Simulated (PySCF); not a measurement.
**C₃HN₃O₃Sn (SMILES [H][Sn]([N]=C=O)([N]=C=O)[N]=C=O): density, localisation and related maps**

```
atom    x (Å)    y (Å)    z (Å)
  Sn   0.0261  -0.0045   1.1726
   H   0.1479  -0.0021   2.8491
   N   1.8277  -0.0231   0.3074
   C   2.5825  -0.0231  -0.6312
   O   3.3571  -0.0239  -1.5031
   N  -0.9475   1.6183   0.5221
   C  -1.2879   2.3282  -0.3922
   O  -1.6453   3.0535  -1.2320
   N  -0.9768  -1.6118   0.5284
   C  -1.3145  -2.3320  -0.3786
   O  -1.6714  -3.0651  -1.2117
```

Geometry: PBE0-D3(BJ)/def2-SVP; core potentials replace the inner electrons of Sn.

Theory: wB97X-D/def2-SVPD, SCF density, gas phase, scalar-relativistic core potentials on the heavy atoms in PySCF 2.14.0.

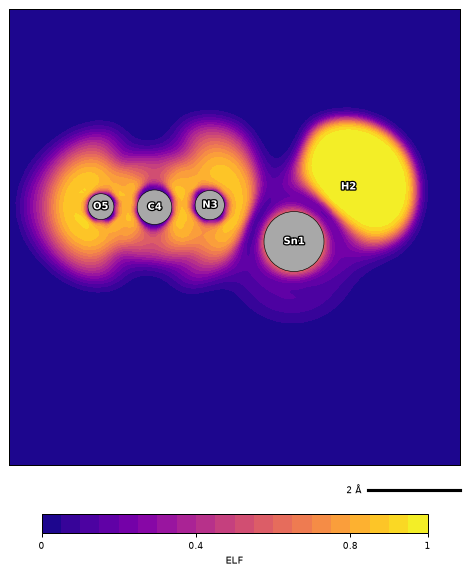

Figure 1. ELF on the plane of atoms H2, Sn1 and N3. Grey discs cover the atomic cores.

### Describe what can be read from this map.

The plane passes through Sn, H, N, C and O nuclei. C–O (1.17 Å): the ELF peaks at about 0.85 between the atoms; a multiple bond. C–N (1.20 Å): the ELF peaks at about 0.85 between the atoms: a multiple bond. Sn–N (2.00 Å): the ELF peaks at about 0.85 in the valence shell of N, 0.6 Å from its nucleus, and drops to about 0.15 between the two atoms. Sn–H (1.68 Å): the ELF climbs to about 1 towards the hydrogen. The ELF also peaks beside O5 and N3, away from the bonds: lone-pair regions.

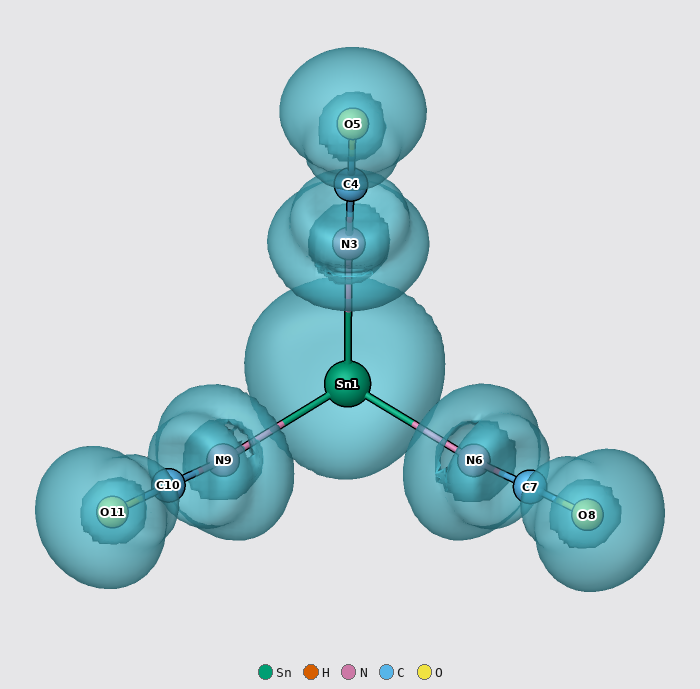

Figure 2. Isosurface of the ELF at 0.75 (cyan), seen at a tilt. Only the valence region is drawn (cores and ρ < 0.01 e/Å³ removed).

### Describe the localisation domains.

At this value the surface marks out one region around a hydrogen nucleus, three regions on N in which the atom's valence shell and bonds are merged and three regions on O in which the atom's valence shell and bonds are merged.

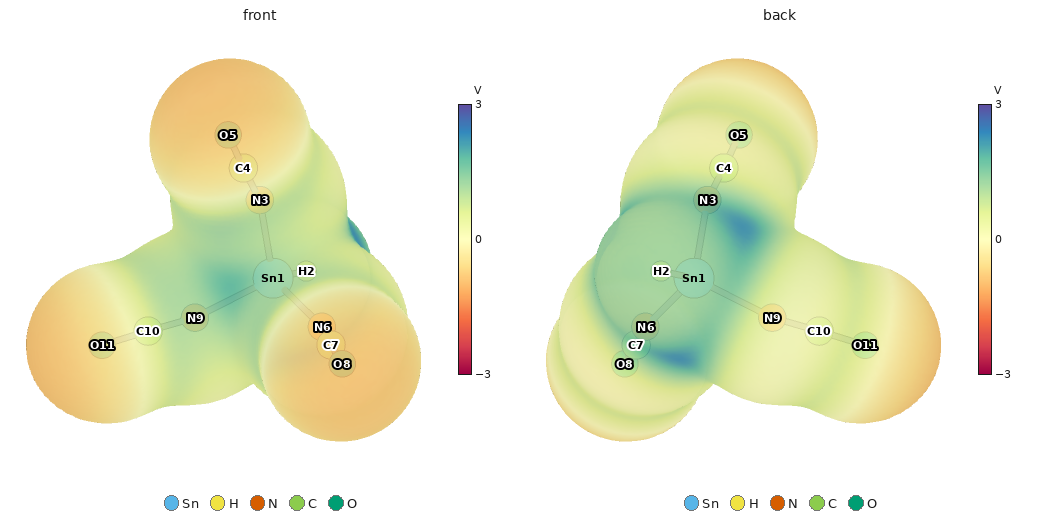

Figure 3. The molecular electrostatic potential painted on the density surface at 0.001 e/bohr³, seen from the front and from behind; red is negative and blue positive.

### Describe the electrostatic potential map.

The most negative region (about −0.9 V) lies over O5, O8 and O11, the most positive (about +2.2 V) over Sn1.
